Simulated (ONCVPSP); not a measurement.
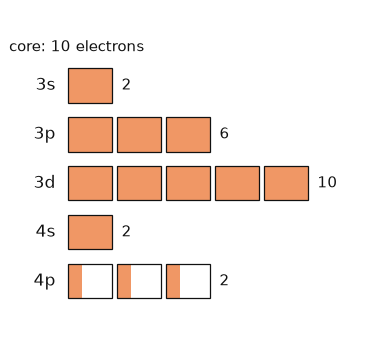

The valence shells of the reference configuration: a box for each of the 2l + 1 orbitals, shaded by the share of the shell that is filled, with the electron count at the right.

**Run report: Ge, pseudopotential generation (part 1 of 2)**

Germanium (Ge, Z = 32), core [Ne], reference valence 3s2 3p6 3d10 4s2 4p2, valence charge 22. Computed at this level: ONCV potential, PBE, fully relativistic, made with ONCVPSP 4.0.1.

## The input
```
# ATOM AND REFERENCE CONFIGURATION
# atsym  z   nc   nv     iexc    psfile
  Ge 32.00    3    5        4      upf
#
#   n    l    f
    1    0    2.00
    2    0    2.00
    2    1    6.00
    3    0    2.00
    3    1    6.00
    3    2   10.00
    4    0    2.00
    4    1    2.00
#
# PSEUDOPOTENTIAL AND OPTIMIZATION
# lmax
    2
#
#   l,   rc,      ep,       ncon, nbas, qcut
    0    0.85    0.00    4    7   17.20
    1    1.25    0.00    4    7   13.70
    2    0.70    0.00    5    9   24.80
#
# LOCAL POTENTIAL
# lloc, lpopt,  rc(5),   dvloc0
    4    5    0.45   -1.00
#
# VANDERBILT-KLEINMAN-BYLANDER PROJECTORs
# l, nproj, debl
    0    3    1.30
    1    3    1.40
    2    2    1.60
#
# MODEL CORE CHARGE
# icmod, fcfact, rcfact
    0    0.00    0.00
#
# LOG DERIVATIVE ANALYSIS
# epsh1, epsh2, depsh
   -8.00    5.00    0.04
#
# OUTPUT GRID
# rlmax, drl
    6.00    0.01
#
# TEST CONFIGURATIONS
# ncnf
    4
# nvcnf
#   n    l    f
    5
    3    0    2.00
    3    1    6.00
    3    2   10.00
    4    0    2.00
    4    1    1.00
#
    5
    3    0    2.00
    3    1    6.00
    3    2   10.00
    4    0    2.00
    4    1    0.00
#
    5
    3    0    2.00
    3    1    6.00
    3    2   10.00
    4    0    1.00
    4    1    0.00
#
    5
    3    0    1.00
    3    1    6.00
    3    2   10.00
    4    0    2.00
    4    1    2.00
#
```

Hardware: 1 CPU thread, shared host.

Command:
```bash
oncvpspr.x < Ge.dat > Ge.out
```

## Log (extracts)
```
ONCVPSP  (Optimized Norm-Conservinng Vanderbilt PSeudopotential)
relativistic version 4.0.1

#   n    l    f        energy (Ha)
    1    0    2.00    -4.0269500D+02
    2    0    2.00    -5.0391846D+01
    2    1    6.00    -4.3650050D+01    -4.4821355D+01
    3    0    2.00    -6.1898487D+00
    3    1    6.00    -4.1964749D+00    -4.3536227D+00
    3    2   10.00    -1.0682496D+00    -1.0897421D+00
    4    0    2.00    -4.3103540D-01
    4    1    2.00    -1.4091851D-01    -1.4778072D-01

Reference configufation results
  iterations    24
  all-electron total energy (Ha)   -2.09893258D+03

Begin loop to  construct optimized pseudo wave functions
and semi-local pseudopoentials for all angular momenta

   Wellstate for l =  0  n =  5 kap= -1
     eigenvalue =   0.8690
     asymptotic potential =   1.3690
     half-point radius =  3.3842

Calculating optimized projector #   1

 for l=   0

    Fraction of norm inside rc  0.843385
    Optimizing pswf for qcut=  17.18 a_B^-1,  ecut= 147.54 Ha
    Residual kinetic energy error=  2.91D-07 Ha

    Energy error per electron        Cutoff
         Ha          eV             Ha
         0.01000     0.27211       75.32
         0.00100     0.02721       94.60
         0.00010     0.00272      110.80
         0.00001     0.00027      124.24

Calculating optimized projector #   2

 for l=   0

    Fraction of norm inside rc  0.036334
    Optimizing pswf for qcut=  17.18 a_B^-1,  ecut= 147.54 Ha
    Residual kinetic energy error=  2.58D-08 Ha

    Energy error per electron        Cutoff
         Ha          eV             Ha
         0.01000     0.27211       57.05
         0.00100     0.02721       81.03
         0.00010     0.00272      101.14
         0.00001     0.00027      117.06

Calculating optimized projector #   3

 for l=   0

    Fraction of norm inside rc  0.021637
    Optimizing pswf for qcut=  17.18 a_B^-1,  ecut= 147.54 Ha
    Residual kinetic energy error=  1.79D-08 Ha

    Energy error per electron        Cutoff
         Ha          eV             Ha
         0.01000     0.27211       53.26
         0.00100     0.02721       78.35
         0.00010     0.00272       99.38
         0.00001     0.00027      115.73

   Wellstate for l =  1  n =  5 kap= -2
     eigenvalue =   1.2591
     asymptotic potential =   1.7591
     half-point radius =  3.3511

Calculating optimized projector #   1

 for l=   1

    Fraction of norm inside rc  0.971925
    Optimizing pswf for qcut=  13.71 a_B^-1,  ecut=  94.02 Ha
    Residual kinetic energy error=  1.37D-08 Ha

    Energy error per electron        Cutoff
         Ha          eV             Ha
         0.01000     0.27211       44.81
         0.00100     0.02721       55.76
         0.00010     0.00272       65.11
         0.00001     0.00027       72.98

Calculating optimized projector #   2

 for l=   1

    Fraction of norm inside rc  0.040821
    Optimizing pswf for qcut=  13.71 a_B^-1,  ecut=  94.02 Ha
    Residual kinetic energy error=  5.09D-10 Ha

    Energy error per electron        Cutoff
         Ha          eV             Ha
         0.01000     0.27211       30.81
         0.00100     0.02721       44.26
         0.00010     0.00272       56.09
         0.00001     0.00027       66.32

Calculating optimized projector #   3

 for l=   1

    Fraction of norm inside rc  0.071749
    Optimizing pswf for qcut=  13.71 a_B^-1,  ecut=  94.02 Ha
    Residual kinetic energy error=  2.64D-09 Ha

    Energy error per electron        Cutoff
         Ha          eV             Ha
         0.01000     0.27211       34.70
         0.00100     0.02721       47.90
         0.00010     0.00272       59.56
         0.00001     0.00027       69.54

   Wellstate for l =  1  n =  5 kap=  1
     eigenvalue =   1.2522

Calculating optimized projector #   1

 for l=   1

    Fraction of norm inside rc  0.974840
    Optimizing pswf for qcut=  13.71 a_B^-1,  ecut=  94.02 Ha
    Residual kinetic energy error=  1.33D-08 Ha

    Energy error per electron        Cutoff
         Ha          eV             Ha
         0.01000     0.27211       45.61
         0.00100     0.02721       56.52
         0.00010     0.00272       65.92
         0.00001     0.00027       73.66

Calculating optimized projector #   2

 for l=   1

    Fraction of norm inside rc  0.044189
    Optimizing pswf for qcut=  13.71 a_B^-1,  ecut=  94.02 Ha
    Residual kinetic energy error=  7.36D-10 Ha

    Energy error per electron        Cutoff
         Ha          eV             Ha
         0.01000     0.27211       31.87
         0.00100     0.02721       45.45
         0.00010     0.00272       57.26
         0.00001     0.00027       67.44

Calculating optimized projector #   3

 for l=   1

    Fraction of norm inside rc  0.074719
    Optimizing pswf for qcut=  13.71 a_B^-1,  ecut=  94.02 Ha
    Residual kinetic energy error=  3.52D-09 Ha

    Energy error per electron        Cutoff
         Ha          eV             Ha
         0.01000     0.27211       35.63
         0.00100     0.02721       48.98
         0.00010     0.00272       60.74
         0.00001     0.00027       70.71

   Wellstate for l =  2  n =  4 kap= -3
     eigenvalue =   0.5318
     asymptotic potential =   1.0318
     half-point radius =  3.8239

Calculating optimized projector #   1

 for l=   2

    Fraction of norm inside rc  0.554789
    Optimizing pswf for qcut=  24.80 a_B^-1,  ecut= 307.42 Ha
    Residual kinetic energy error=  5.40D-07 Ha

    Energy error per electron        Cutoff
         Ha          eV             Ha
         0.01000     0.27211      185.30
         0.00100     0.02721      225.15
         0.00010     0.00272      256.52
         0.00001     0.00027      280.72

Calculating optimized projector #   2

 for l=   2

    Fraction of norm inside rc  0.035126
    Optimizing pswf for qcut=  24.80 a_B^-1,  ecut= 307.42 Ha
    Residual kinetic energy error=  6.81D-08 Ha

    Energy error per electron        Cutoff
         Ha          eV             Ha
         0.01000     0.27211      135.17
         0.00100     0.02721      184.91
         0.00010     0.00272      226.15
         0.00001     0.00027      258.59

   Wellstate for l =  2  n =  4 kap=  2
     eigenvalue =   0.5103

Calculating optimized projector #   1

 for l=   2

    Fraction of norm inside rc  0.559940
    Optimizing pswf for qcut=  24.80 a_B^-1,  ecut= 307.42 Ha
    Residual kinetic energy error=  5.65D-07 Ha

    Energy error per electron        Cutoff
         Ha          eV             Ha
         0.01000     0.27211      186.06
         0.00100     0.02721      225.73
         0.00010     0.00272      256.99
         0.00001     0.00027      281.10

Calculating optimized projector #   2

 for l=   2

    Fraction of norm inside rc  0.034708
    Optimizing pswf for qcut=  24.80 a_B^-1,  ecut= 307.42 Ha
    Residual kinetic energy error=  7.09D-08 Ha

    Energy error per electron        Cutoff
         Ha          eV             Ha
         0.01000     0.27211      135.61
         0.00100     0.02721      185.39
         0.00010     0.00272      226.55
         0.00001     0.00027      258.93

Construct Vanderbilt / Kleinmman-Bylander projectors

B matrix Hermiticity error, ll=  0  kap= -1
   1   2    1.0689D-03
   1   3   -1.0468D-03
   2   3    5.8391D-05

  Orthonormal projector coefficients  6.5092E+01  1.0066E+01  1.0748E+00

B matrix Hermiticity error, ll=  1  kap= -2
   1   2    4.4830D-04
   1   3   -7.3777D-04
   2   3    4.8721D-05

  Orthonormal projector coefficients  2.5036E+01  3.5154E+00 -1.9530E+00

B matrix Hermiticity error, ll=  1  kap=  1
   1   2    4.7926D-04
   1   3   -7.6943D-04
   2   3    5.0273D-05

  Orthonormal projector coefficients  2.9197E+01  5.1560E+00 -3.6299E-01

B matrix Hermiticity error, ll=  2  kap= -3
   1   2    2.0434D-04

  Orthonormal projector coefficients -1.8671E+01 -4.7068E+00

B matrix Hermiticity error, ll=  2  kap=  2
   1   2    2.0731D-04

  Orthonormal projector coefficients -1.8657E+01 -4.6946E+00

 Orthonormal scalar projector coefficients, l =  1
  2.6300E+01  4.0983E+00 -1.3440E+00  1.0117E-02 -2.4210E-03  3.0187E-06

 Orthonormal spin-orbit projector coefficients, l =  1
 -4.7371E+00 -5.4602E-01  2.7676E-01  7.3109E-02  5.4702E-03 -2.9929E-04

 Orthonormal scalar projector coefficients, l =  2
 -1.8665E+01 -4.7023E+00 -4.7445E-05 -2.6440E-06

 Orthonormal spin-orbit projector coefficients, l =  2
 -7.0023E-02  5.5652E-02  3.9697E-03 -3.1633E-04

Pseudoatom total energy -293.313442

Diagnostic tests using Vanderbilt-Kleinman-Bylander pseudopotentials
  relativistic with J = L +/- 1/2 projectors

   l  kap   rcore       rmatch      e in        delta e    norm test   slope test

   0  -1   0.8510183   0.8768570  -6.1898487  -0.0000298   1.0003042   1.0003252
   0  -1   0.8510183   0.8768570  -0.4310354   0.0000296   1.0001465   1.0001284
   0  -1   0.8510183   0.8768570   0.8689646   0.0001538   1.0007807   1.0007807

   1  -2   1.2554737   1.2935926  -4.1964749  -0.0002959   1.0002337   1.0001785
   1   1   1.2554737   1.2935926  -4.3536227  -0.0000074   1.0002752   1.0002521
   1  -2   1.2554737   1.2935926  -0.1409185   0.0000019   1.0000311   1.0000397
   1   1   1.2554737   1.2935926  -0.1477807   0.0000207   1.0001128   1.0000685
   1  -2   1.2554737   1.2935926   1.2590815  -0.0002960   1.0004385   1.0004385
   1   1   1.2554737   1.2935926   1.2486418   0.0001279   1.0002984   1.0002984

   2  -3   0.7027543   0.7240914  -1.0682496  -0.0002101   1.0002250   1.0002916
   2   2   0.7027543   0.7240914  -1.0897421   0.0001437   1.0002641   0.9999996
   2  -3   0.7027543   0.7240914   0.5317504  -0.0002099   1.0005188   1.0005188
   2   2   0.7027543   0.7240914   0.5301030  -0.0001595   1.0005283   1.0005283

Diagnostic tests using Vanderbilt-Kleinman-Bylander pseudopotentials
  relativistic with scalar and spin-orbit non-local projectors

   l  kap   rcore       rmatch      e in        delta e    norm test   slope test

   0  -1   0.8510183   0.8768570  -6.1898487  -0.0000298   1.0003042   1.0003252
   0  -1   0.8510183   0.8768570  -0.4310354   0.0000296   1.0001465   1.0001284
   0  -1   0.8510183   0.8768570   0.8689646   0.0001538   1.0007807   1.0007807

   1  -2   1.2554737   1.2935926  -4.1964749  -0.0025680   1.0010455   1.0006391
   1   1   1.2554737   1.2935926  -4.3536227  -0.0023178   1.0010882   1.0007239
   1  -2   1.2554737   1.2935926  -0.1409185  -0.0000734   0.9994814   1.0001103
   1   1   1.2554737   1.2935926  -0.1477807  -0.0000518   0.9996254   1.0001532
   1  -2   1.2554737   1.2935926   1.2590815  -0.0012644   1.0002372   1.0002372
   1   1   1.2554737   1.2935926   1.2486418  -0.0007005   1.0001088   1.0001088

   2  -3   0.7027543   0.7240914  -1.0682496  -0.0001922   1.0002263   1.0003088
   2   2   0.7027543   0.7240914  -1.0897421   0.0001617   1.0002654   1.0000163
   2  -3   0.7027543   0.7240914   0.5317504  -0.0001817   1.0005198   1.0005198
   2   2   0.7027543   0.7240914   0.5301030  -0.0001315   1.0005294   1.0005294

Ghost test for J = L + 1/2

 Testing for bound ghosts
   n   l    E NL Schr. Eq   E Basis Diag.   E Cutoff

   1   0       -6.189878       -6.189809    363.19
   2   0       -0.431006        0.065788    363.19

   2   1       -4.196771       -4.196726    193.47
   3   1       -0.140917        0.017667    193.47

   3   2       -1.068460       -1.029533    896.37

 Testing for highly-localized positive-energy ghosts
       l    <radius>/rc     E Basis Diag.   E Cutoff

       0        0.824174       37.032709    363.19  WARNING - GHOST(+)

Ghost test for J = L - 1/2

 Testing for bound ghosts
   n   l    E NL Schr. Eq   E Basis Diag.   E Cutoff

   1   0       -6.189878       -6.189809    363.19
   2   0       -0.431006        0.065788    363.19

   2   1       -4.353630       -4.353587    193.47
   3   1       -0.147760        0.003289    193.47

   3   2       -1.089598       -1.051989    896.37

 Testing for highly-localized positive-energy ghosts
       l    <radius>/rc     E Basis Diag.   E Cutoff

       0        0.824174       37.032709    363.19  WARNING - GHOST(+)

Test configuration 0

   n   l kap    f        eae           eps        diff
   1   0  -1  2.0000 -402.69500252
   2   0  -1  2.0000  -50.39184599
   2   1  -2  4.0000  -43.65005038
   2   1   1  2.0000  -44.82135545
   3   0  -1  2.0000   -6.18984873   -6.18987850   -2.98E-05
   3   1  -2  4.0000   -4.19647487   -4.19677073   -2.96E-04
   3   1   1  2.0000   -4.35362269   -4.35363011   -7.42E-06
   3   2  -3  6.0000   -1.06824963   -1.06845973   -2.10E-04
   3   2   2  4.0000   -1.08974208   -1.08959834    1.44E-04
   4   0  -1  2.0000   -0.43103540   -0.43100584    2.96E-05
   4   1  -2  1.3333   -0.14091851   -0.14091664    1.87E-06
   4   1   1  0.6667   -0.14778072   -0.14776003    2.07E-05

    Total energies and differences
      AE_ref= -2.09893258E+03  AE_tst= -2.09893258E+03  dif=  0.00E+00
      PS_ref= -2.93313442E+02  PS_tst= -2.93313442E+02  dif= -7.39E-13
      PSP excitation error=  7.39E-13

Test configuration 1

   n   l kap    f        eae           eps        diff
   1   0  -1  2.0000 -403.02989821
   2   0  -1  2.0000  -50.72401824
   2   1  -2  4.0000  -43.98255626
   2   1   1  2.0000  -45.15390566
   3   0  -1  2.0000   -6.52154486   -6.52151675    2.81E-05
   3   1  -2  4.0000   -4.52820192   -4.52842437   -2.22E-04
   3   1   1  2.0000   -4.68534547   -4.68527789    6.76E-05
   3   2  -3  6.0000   -1.39927099   -1.39949723   -2.26E-04
   3   2   2  4.0000   -1.42079367   -1.42066550    1.28E-04
   4   0  -1  2.0000   -0.72969703   -0.72965593    4.11E-05
   4   1  -2  0.6667   -0.41020880   -0.41019989    8.90E-06
   4   1   1  0.3333   -0.41916275   -0.41912887    3.39E-05
```

(Continued in part 2.) Outcome of the run: generated.
